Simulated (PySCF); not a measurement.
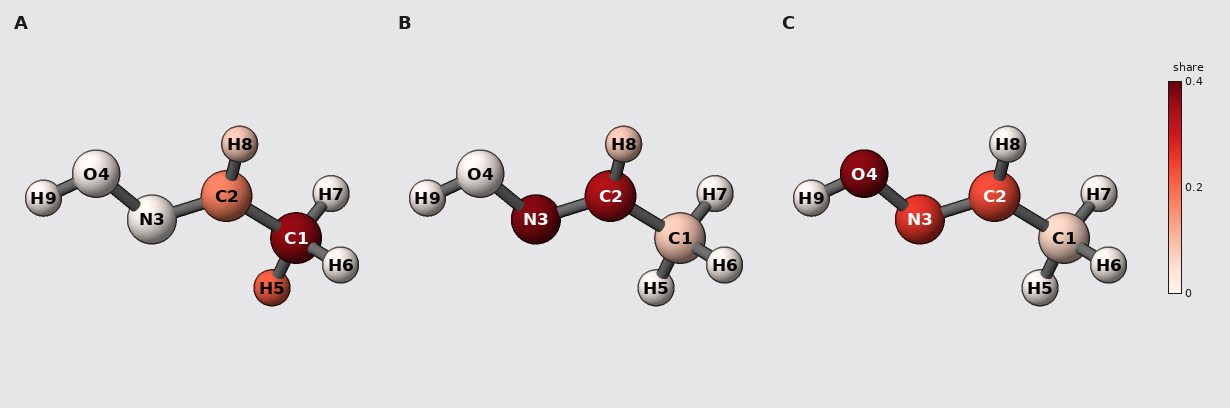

Each panel colours the atoms by their Löwdin share in one orbital (up to four of the largest shares; other atoms are shown as zero). The geometry was computed by an optimisation with PBE0-D3(BJ)/def2-SVP. No frequency run is at hand to confirm it as a minimum. Level of theory: CAM-B3LYP/def2-SVPD (PySCF 2.14.0).

### The panels show the HOMO−2, HOMO, LUMO, in some order. Which is which?

A: HOMO−2, −12.35 eV; C1 0.36, H5 0.21, C2 0.17, H8 0.08
B: LUMO, 1.20 eV; N3 0.37, C2 0.34, H8 0.08, C1 0.08
C: HOMO, −8.81 eV; O4 0.37, N3 0.26, C2 0.23, C1 0.06
